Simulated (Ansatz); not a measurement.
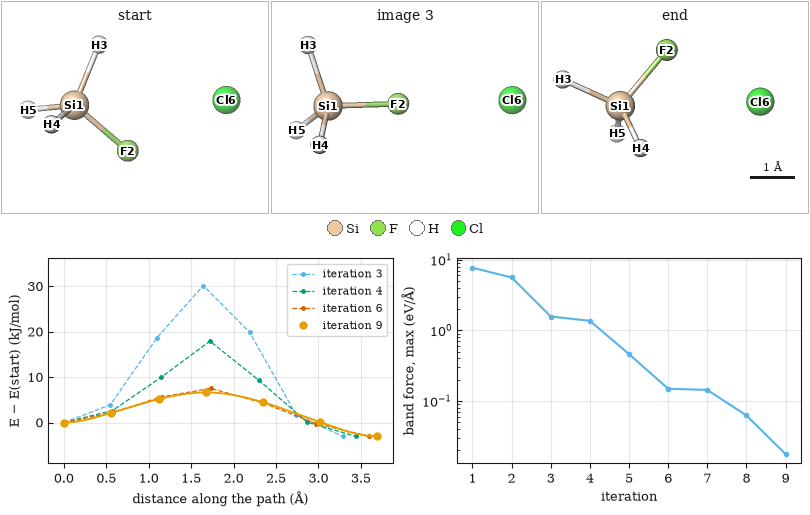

NEB run on SiH$_{3}$ClF (multiplicity 2), made up at the start of SiH3F and Cl. Images are numbered from 0 (start) to 6 (end). The plot follows the band through its iterations. The picture is a ball-and-stick view, seen at a tilt.

Theory: Ansatz, UKS PBE/def2-SVP. Run with 5 movable images; climbing image; force threshold 0.03 eV/Å; iteration limit 60; starting path through a guess of the saddle point.

### Judge this run.

The run is converged, with reservations. The band converged in 9 iterations. The largest component of the band force went from 7.7 to 0.018 eV/Å. The climbing image converged on the top of the path. Its vibrational analysis gives 2 imaginary modes over 30i cm⁻¹, so it isn't confirmed as a transition state. The first iteration put the highest image at 181.2 kJ/mol. The energy climbs by 6.6 kJ/mol to image 3 and then falls by 9.7 kJ/mol, so the end point sits at −3.0 kJ/mol.

Limits of the set-up: the start holds two separate molecules, 2.6 Å apart at their closest, whose relative position is a soft coordinate and is computed without a dispersion correction.

Cost: 3 min on 1 thread of Arm Neoverse V1 (shared host), peak memory 0.12 GiB.
